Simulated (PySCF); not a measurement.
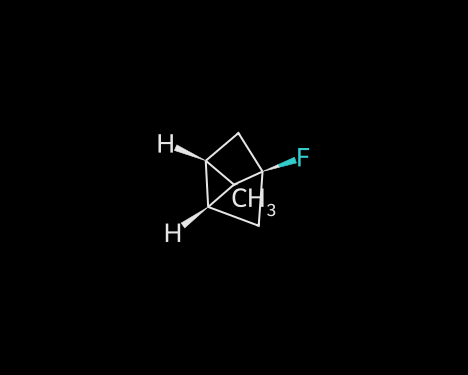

A structural formula.

Give its SMILES.

Answer. C[C@]12[C@@H]3C[C@@]1(F)C[C@@H]32

What is the molecular formula?

Answer. C7H9F.

An optimisation with GFN2-xTB gave a structure of which point group?

Answer. Cs.

The parts below concern this one geometry. Atoms keep their numbers from picture to picture. Computed geometry: GFN2-xTB optimisation. No frequency run is at hand to confirm it as a minimum.

### Electronic properties

No frequency run is at hand to confirm it as a minimum. Properties computed with PBE0/pcSseg-1, gas phase (PySCF 2.14.0).

Computed properties:

- dipole moment: 1.75 D
- HOMO energy (Kohn–Sham orbital): −7.09 eV
- LUMO energy (Kohn–Sham orbital): 1.62 eV
- HOMO–LUMO gap: 8.71 eV

### Bond orders

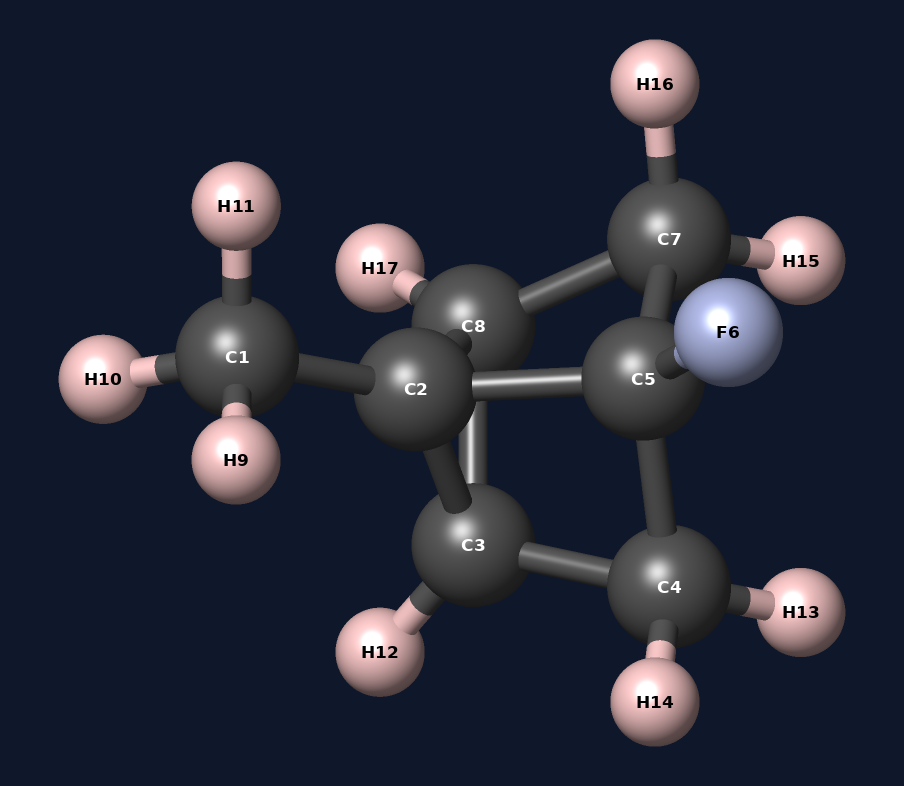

Every bond is drawn as one stick. No frequency run is at hand to confirm it as a minimum. Computed with PBE0/pcSseg-1 (PySCF 2.14.0).

Which bond has the highest Mayer bond order?

Answer. C1–C2, 1.11, at a length of 1.488 Å.

List the Mayer bond orders of C1–C2, C1–H10, C1–H9, C2–C5, C2–C3, C3–C8, C5–F6, C4–C5, C3–C4, C4–H13, C4–H14, C3–H12 (one bond of each equivalent set).

| bond | Mayer order | length (Å) |
| --- | --- | --- |
| C1–C2 | 1.11 | 1.488 |
| C1–H10 | 0.95 | 1.089 |
| C1–H9 | 0.94 | 1.089 |
| C2–C5 | 0.90 | 1.562 |
| C2–C3 | 0.87 | 1.504 |
| C3–C8 | 0.92 | 1.525 |
| C5–F6 | 0.95 | 1.361 |
| C4–C5 | 0.98 | 1.531 |
| C3–C4 | 0.97 | 1.519 |
| C4–H13 | 0.94 | 1.090 |
| C4–H14 | 0.94 | 1.088 |
| C3–H12 | 0.99 | 1.076 |

### NMR shielding

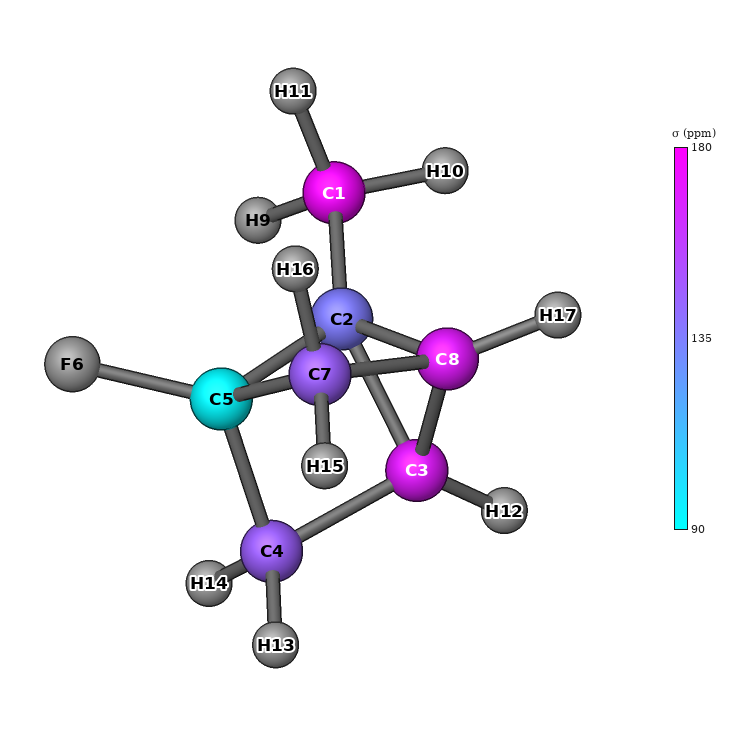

Atoms are coloured by their isotropic NMR shieldings (C only, the others grey). No frequency run is at hand to confirm it as a minimum. Properties computed with GIAO PBE0/pcSseg-1 NMR shielding, non-relativistic, gas phase (PySCF 2.14.0).

Which C atom is the most shielded (lowest chemical shift)?

Answer. C1 (176.6 ppm).

Which C atom is the least shielded (highest chemical shift)?

Answer. C5 (92.3 ppm).

How wide is the range of C shifts?

Answer. 84.3 ppm.

List the isotropic NMR shieldings of the C atoms.

```csv
atom,σ (ppm)
C1,176.6
C2,135.6
C3,170.0
C4,145.7
C5,92.3
C7,145.7
C8,170.0
```

### Charges

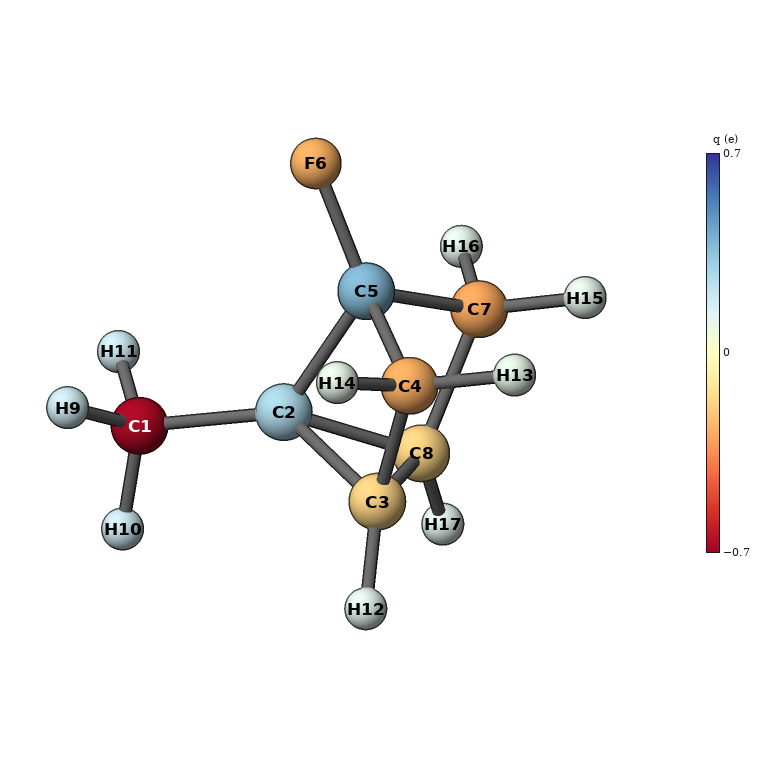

Atoms are coloured by their ESP-fitted charges. No frequency run is at hand to confirm it as a minimum. Level of theory: PBE0/pcSseg-1, gas phase (PySCF 2.14.0).

Give the ESP-fitted charges atom by atom.

| atom | value (e) |
| --- | --- |
| C1 | −0.66 |
| C2 | 0.27 |
| C3 | −0.17 |
| C4 | −0.27 |
| C5 | 0.37 |
| F6 | −0.27 |
| C7 | −0.28 |
| C8 | −0.17 |
| H9 | 0.18 |
| H10 | 0.18 |
| H11 | 0.18 |
| H12 | 0.12 |
| H13 | 0.10 |
| H14 | 0.10 |
| H15 | 0.10 |
| H16 | 0.11 |
| H17 | 0.12 |
